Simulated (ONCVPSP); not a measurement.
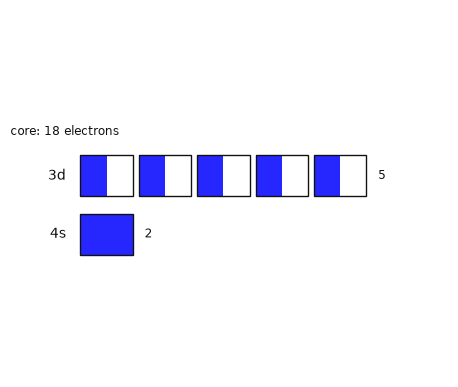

Fig. 1: The valence shells of the reference configuration: a box for each of the 2l + 1 orbitals, shaded by the share of the shell that is filled, with the electron count at the right.

**Pseudopotential generation for Mn**

Manganese (Mn, Z = 25), core [Ar], reference valence 3d5 4s2, valence charge 7. Computed at this level: ONCV potential, PBE, scalar-relativistic, made with ONCVPSP 4.0.1.

## The input
```
# ATOM AND REFERENCE CONFIGURATION
# atsym  z   nc   nv     iexc    psfile
  Mn 25.00    5    2        4      upf
#
#   n    l    f
    1    0    2.00
    2    0    2.00
    2    1    6.00
    3    0    2.00
    3    1    6.00
    3    2    5.00
    4    0    2.00
#
# PSEUDOPOTENTIAL AND OPTIMIZATION
# lmax
    2
#
#   l,   rc,      ep,       ncon, nbas, qcut
    0    2.45    0.00    4    8    2.60
    1    2.40    0.27    4    7    3.10
    2    1.00    0.00    4    7   11.10
#
# LOCAL POTENTIAL
# lloc, lpopt,  rc(5),   dvloc0
    4    3    0.70   -1.00
#
# VANDERBILT-KLEINMAN-BYLANDER PROJECTORs
# l, nproj, debl
    0    1    2.90
    1    1    1.30
    2    1    3.60
#
# MODEL CORE CHARGE
# icmod, fcfact, rcfact
    3    2.50    1.60
#
# LOG DERIVATIVE ANALYSIS
# epsh1, epsh2, depsh
   -2.00    5.00    0.02
#
# OUTPUT GRID
# rlmax, drl
    6.00    0.01
#
# TEST CONFIGURATIONS
# ncnf
    4
# nvcnf
#   n    l    f
    2
    3    2    5.00
    4    0    1.00
#
    2
    3    2    5.00
    4    0    0.00
#
    2
    3    2    4.00
    4    0    0.00
#
    3
    3    2    5.00
    4    0    0.00
    4    1    2.00
#
```

Launched with:
```bash
oncvpsp.x < Mn.dat > Mn.out
```

## Log (extracts)
```
ONCVPSP  (Optimized Norm-Conservinng Vanderbilt PSeudopotential)
scalar-relativistic version 4.0.1

#   n    l    f        energy (Ha)
    1    0    2.00    -2.3628157E+02
    2    0    2.00    -2.7339599E+01
    2    1    6.00    -2.3159010E+01
    3    0    2.00    -3.1560113E+00
    3    1    6.00    -2.0062648E+00
    3    2    5.00    -2.4883309E-01
    4    0    2.00    -1.8768735E-01

Reference configufation results
  iterations    28
  all-electron total energy (Ha)   -1.15829576D+03

Begin loop to  construct optimized pseudo wave functions
and semi-local pseudopoentials for all angular momenta

Calculating optimized projector #   1

 for l=   0

    Fraction of norm inside rc  0.330853
    Optimizing pswf for qcut=   2.61 a_B^-1,  ecut=   3.40 Ha
    Residual kinetic energy error=  1.24D-03 Ha

    Energy error per electron        Cutoff
         Ha          eV             Ha
         0.01000     0.27211        2.06
         0.00100     0.02721        3.82
         0.00010     0.00272       21.85
         0.00001     0.00027       28.71

WARNING wellstate: moderately localized bound state found for n= 4 l=  1
WARNING scattering state with energy  0.05000000
WARNING will be used for the first projector

   Wellstate for l =  1  n =  4
     eigenvalue =   0.0500
     asymptotic potential =   0.5500
     half-point radius =  4.6231

Calculating optimized projector #   1

 for l=   1

    Fraction of norm inside rc  0.264900
    Optimizing pswf for qcut=   3.11 a_B^-1,  ecut=   4.82 Ha
    Residual kinetic energy error=  9.30D-05 Ha

    Energy error per electron        Cutoff
         Ha          eV             Ha
         0.01000     0.27211        0.99
         0.00100     0.02721        3.17
         0.00010     0.00272        4.93
         0.00001     0.00027       11.17

Calculating optimized projector #   1

 for l=   2

    Fraction of norm inside rc  0.469061
    Optimizing pswf for qcut=  11.08 a_B^-1,  ecut=  61.39 Ha
    Residual kinetic energy error=  3.84D-03 Ha

    Energy error per electron        Cutoff
         Ha          eV             Ha
         0.01000     0.27211       55.46
         0.00100     0.02721      126.34
         0.00010     0.00272      174.36
         0.00001     0.00027      238.03

Construct Vanderbilt / Kleinmman-Bylander projectors

Model core correction analysis
  based on d2Exc/dn_idn_j

d2excae - all-electron derivatives

   -2.495667D-02   -7.567417D-03
   -7.565503D-03   -3.080628D-02

d2excps - pseudofunction derivatives with no core correction

   -5.221235D-02   -8.744396D-03
   -8.741794D-03   -3.191093D-02

rms 2nd derivative error    1.366438E-02

rmatch, rhocmatch    1.4088    1.2198

Teter function model core charge with specified parameters

d2excps - pseudofunction derivatives with core correction

   -4.245532D-02   -7.273007D-03
   -7.271270D-03   -2.967101D-02

rms 2nd derivative error    8.770191E-03

Pseudoatom total energy  -14.804298

Diagnostic tests using Vanderbilt-Kleinman-Bylander pseudopotentials
  1 or more projectors used as specified by nproj input data

   l    rcore       rmatch      e in        delta e   norm test  slope test

   0   2.4573908   2.5320025  -0.1876873  -0.0000004   1.0000000   1.0000925

   1   2.4136833   2.4869679   0.0500000   0.0000013   1.0000005   1.0000005

   2   1.0017910   1.0322075  -0.2488331   0.0000137   1.0000094   1.0000057

 Testing for bound ghosts
   n   l    E NL Schr. Eq   E Basis Diag.   E Cutoff

       0                       -9.129556     30.88  WARNING - GHOST(-)
   1   0       -0.187688       -0.183908     30.88

       1                       -2.695089     26.12  WARNING - GHOST(-)
   2   1       -0.050413       -0.026214     26.12

   3   2       -0.248819       -0.210601    182.72

 Testing for highly-localized positive-energy ghosts
       l    <radius>/rc     E Basis Diag.   E Cutoff

Test configuration 0

   n   l     f        eae           eps        diff
   1   0  2.0000 -236.28156533
   2   0  2.0000  -27.33959878
   2   1  6.0000  -23.15901013
   3   0  2.0000   -3.15601129
   3   1  6.0000   -2.00626481
   3   2  5.0000   -0.24883309   -0.24881935    1.37D-05
   4   0  2.0000   -0.18768735   -0.18768780   -4.49D-07

    Total energies and differences
      AE_ref= -1.15829576D+03  AE_tst= -1.15829576D+03  dif=  0.00D+00
      PS_ref= -1.48042980D+01  PS_tst= -1.48042980D+01  dif= -1.78D-15
      PSP excitation error=  1.78D-15

Test configuration 1

   n   l     f        eae           eps        diff
   1   0  2.0000 -236.58646210
   2   0  2.0000  -27.63769634
   2   1  6.0000  -23.45768062
   3   0  2.0000   -3.45823770
   3   1  6.0000   -2.30896586
   3   2  5.0000   -0.54785911   -0.54644963    1.41D-03
   4   0  1.0000   -0.43650685   -0.43857058   -2.06D-03

    Total energies and differences
      AE_ref= -1.15829576D+03  AE_tst= -1.15798646D+03  dif=  3.09D-01
      PS_ref= -1.48042980D+01  PS_tst= -1.44942471D+01  dif=  3.10D-01
      PSP excitation error= -7.54D-04

Test configuration 2

   n   l     f        eae           eps        diff
   1   0  2.0000 -236.94529016
   2   0  2.0000  -27.98656573
   2   1  6.0000  -23.80738106
   3   0  2.0000   -3.81096504
   3   1  6.0000   -2.66172490
   3   2  5.0000   -0.89366356   -0.89297958    6.84D-04

    Total energies and differences
      AE_ref= -1.15829576D+03  AE_tst= -1.15741322D+03  dif=  8.83D-01
      PS_ref= -1.48042980D+01  PS_tst= -1.39159810D+01  dif=  8.88D-01
      PSP excitation error= -5.78D-03

Test configuration 3

   n   l     f        eae           eps        diff
   1   0  2.0000 -237.63747944
   2   0  2.0000  -28.70325357
   2   1  6.0000  -24.52193477
   3   0  2.0000   -4.47717876
   3   1  6.0000   -3.31818261
   3   2  4.0000   -1.51418555   -1.53366452   -1.95D-02

    Total energies and differences
      AE_ref= -1.15829576D+03  AE_tst= -1.15621816D+03  dif=  2.08D+00
      PS_ref= -1.48042980D+01  PS_tst= -1.27131895D+01  dif=  2.09D+00
      PSP excitation error= -1.35D-02

Test configuration 4

   n   l     f        eae           eps        diff
   1   0  2.0000 -236.39469197
   2   0  2.0000  -27.44636399
   2   1  6.0000  -23.26611330
   3   0  2.0000   -3.26848364
   3   1  6.0000   -2.11893078
   3   2  5.0000   -0.35630799   -0.35703252   -7.25D-04
   4   1  2.0000   -0.10024676   -0.10038111   -1.34D-04

    Total energies and differences
      AE_ref= -1.15829576D+03  AE_tst= -1.15800434D+03  dif=  2.91D-01
      PS_ref= -1.48042980D+01  PS_tst= -1.45119538D+01  dif=  2.92D-01
      PSP excitation error= -9.20D-04
```

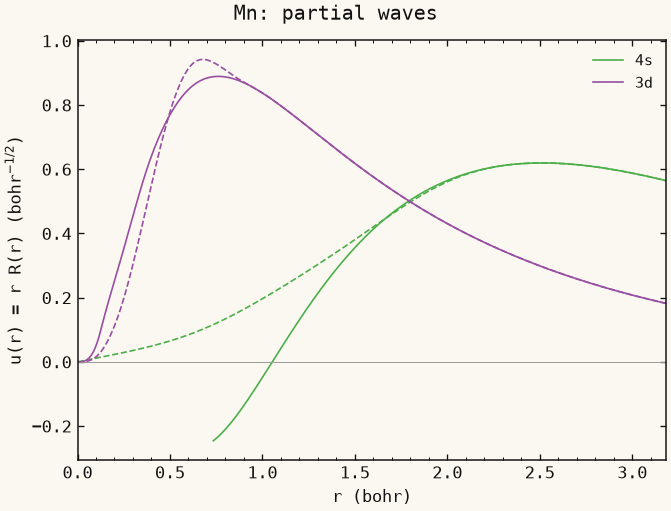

Fig. 2: All-electron valence functions (solid) with their pseudo partners (dashed). The innermost oscillations of some all-electron curves aren't drawn. Reference configuration 3d5 4s2.

- Matching radii: 4s at 2.45 bohr; 3d at 1.00 bohr. The curves merge smoothly, so the plot gives these only roughly.
- Nodes of the pseudo-waves: 4s has no node; 3d has no node.
- Cutoffs needed: 126 Ha (loose) and 174 Ha (tight), as the cutoffs at which the residual kinetic energy of the hardest occupied pseudo-wave falls to 1 and 0.1 mHa per electron. The potential isn't sound: its ghost test gives GHOST(-) flagged for s at -248.4 eV, p at -73.3 eV; no localised positive-energy state flagged.

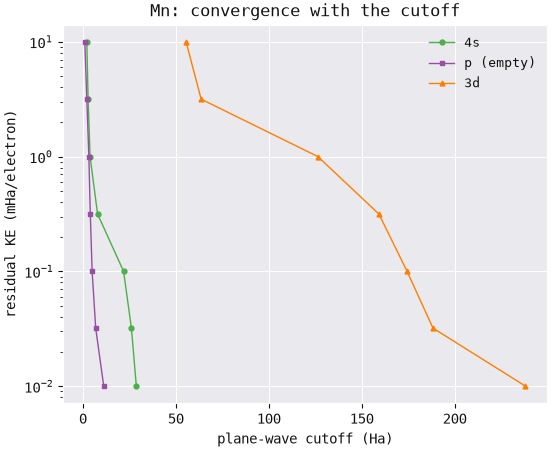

Fig. 3: Residual kinetic energy of the pseudo-waves (the first of each channel, and further valence shells) beyond the plane-wave cutoff, as the generator prints it.

- Cutoffs for the occupied states: 126 Ha for 1 mHa and 174 Ha for 0.1 mHa per electron. The first is set by 3d.
- Cutoffs for 1 mHa per electron: 3d: 126 Ha; 4s: 3.8 Ha; p (empty): 3.2 Ha.
- Hardest wave at 1 mHa per electron: 3d, with rc = 1.00 bohr and qcut = 11.1 1/bohr. The optimisation minimises, but can't always remove, the kinetic energy above qcut²/2 = 61.6 Ha, and a larger rc would as a rule soften the wave at some cost in transferability.

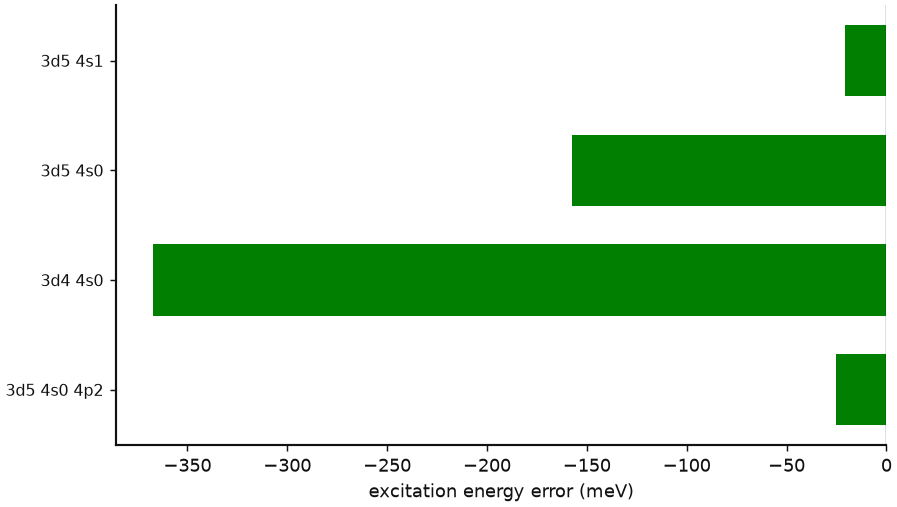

Fig. 4: Errors, all-electron minus pseudo, of the energies of valence configurations relative to the unpolarised reference 3d5 4s2.

- Worst configuration: 3d4 4s0 (charge +3): the error is -367 meV on an all-electron energy of +56.53 eV relative to the reference, or 0.65 %.

## Results in brief

- outcome: generated, with a ghost state
- cutoffs needed: 126 Ha and 174 Ha (the cutoffs at which the residual kinetic energy of the hardest occupied pseudo-wave falls to 1 and 0.1 mHa per electron)
- ghost test: GHOST(-) flagged for s at -248.4 eV, p at -73.3 eV; no localised positive-energy state flagged
- largest excitation error: -367 meV (all-electron minus pseudo) for 3d4 4s0, out of 4 test configurations
- rms error of d²Exc/dni dnj: 13.66 mHa without and 8.77 mHa with the model core
- clearest signs, in the scattering phases, of states that the all-electron atom lacks: s near 2.2 Ha
- range over which the phases arctan(r R′/R) at the test radius agree within 0.05 rad (a looser test near the poles than one of phase shifts): s: up to about 0.7 Ha; p: between about -1.8 and 1.5 Ha; d: over the whole range computed; f: not judged, local potential alone
- hardware: 1 CPU thread, shared host
- wall time: 2.1 s

## Remarks

The potential has a bound ghost state, so it can't be used as it stands. An excitation error of 367 meV in its own tests makes this a poorly transferable potential. Warnings of the program, in the generation or the tests: wellstate: moderately localized bound state found for n= 4 l= 1.
